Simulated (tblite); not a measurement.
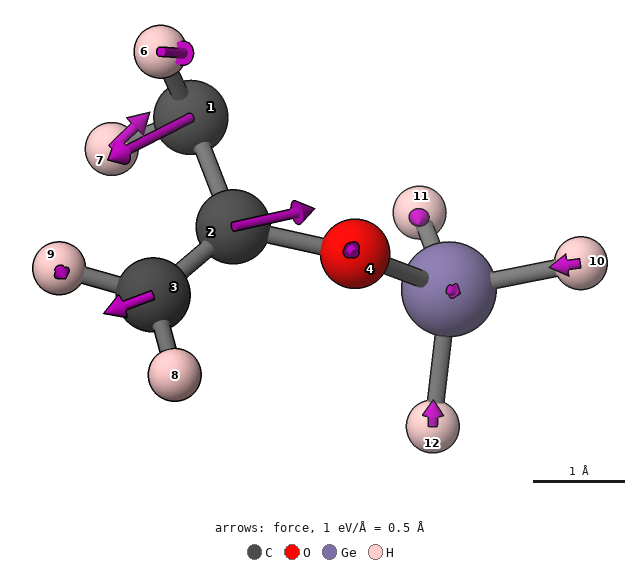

Starting geometry of C3H7GeO (multiplicity 2) with the computed forces as purple arrows. Style: ball-and-stick. Shown at a tilt.

Method: GFN2-xTB geometry optimisation, gas phase in tblite 0.8.0. 

### What follows when this structure is relaxed?

It isn't relaxed: the largest force vector, on a C atom, is 2.76 eV/Å. The final displacements have little in common with the starting forces (cosine between the two patterns 0.28). The energy falls by 1.494 eV in 139 geometry steps. An H atom moves most after the best rigid fit: 2.32 Å. By element the largest moves are H 2.32 Å, C 0.71 Å, O 0.49 Å, Ge 0.26 Å. Among the contacts that change: C–C 1.497 → 1.376 Å, C–C 1.310 → 1.380 Å, Ge–H 1.553 → 1.487 Å, Ge–H 1.560 → 1.503 Å. Among the angles between lasting bonds that change: C–C–H 105.4° → 120.9°, H–C–H 110.2° → 118.6°, O–Ge–H 106.4° → 99.4°. Groups turn about C–O by about 60°, Ge–O by about 20°. Cost: 0.93 s on 1 thread of Arm Neoverse N1 (shared host).
